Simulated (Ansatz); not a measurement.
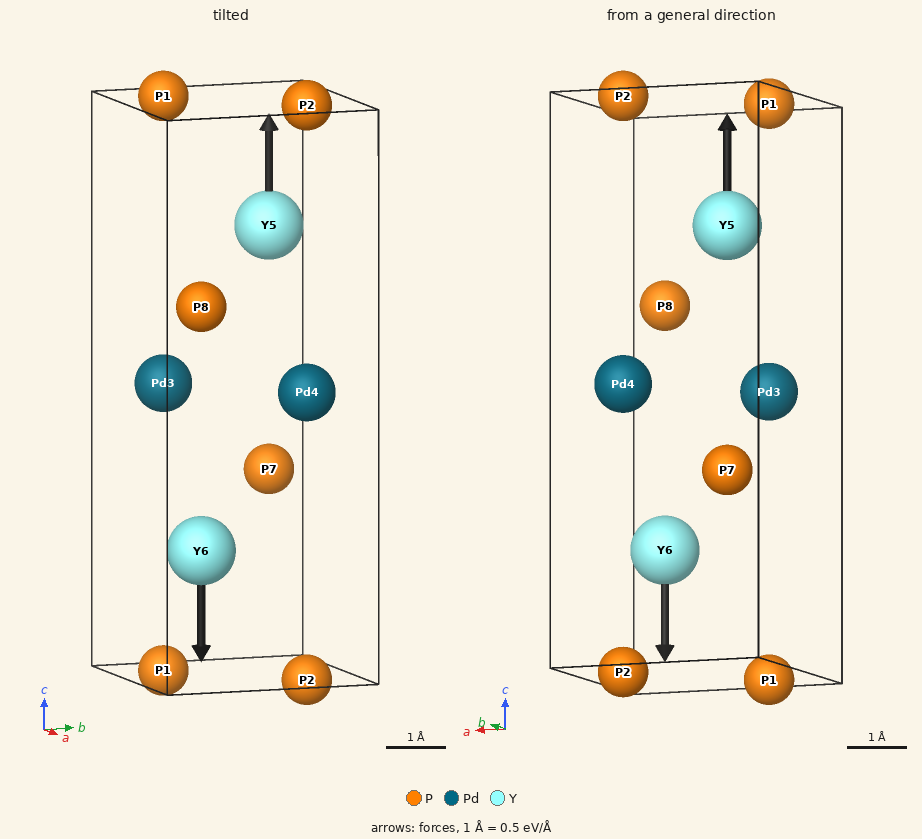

We look at a spheres-only model of the crystal slightly off an axis and from a general direction. The simulation cell is outlined; an atom on or near a face, edge or corner is repeated at each equivalent position. The arrows are the computed forces on the atoms.

System: YP2Pd. Electronic-structure method: DFT, PAW plane waves, r2SCAN (Ansatz 0.2.0). Parameters: a plane-wave cutoff of 500 eV, k-points on a 9×9×4 grid, Fermi-Dirac smearing of 0.1 eV, no spin polarisation.

> Are the forces small enough to call this converged?

No. The atoms still feel forces of up to about 0.68 eV/Å, far above a usual threshold of 0.01 to 0.03 eV/Å.

> Where does the largest force act?

Y5 and Y6, about 0.68 eV/Å.

Where the cell comes from: a generated cell, made by putting these elements into a known structure type (the compound may or may not exist in this form). No relaxation was applied. It went into a calculation with Ansatz.
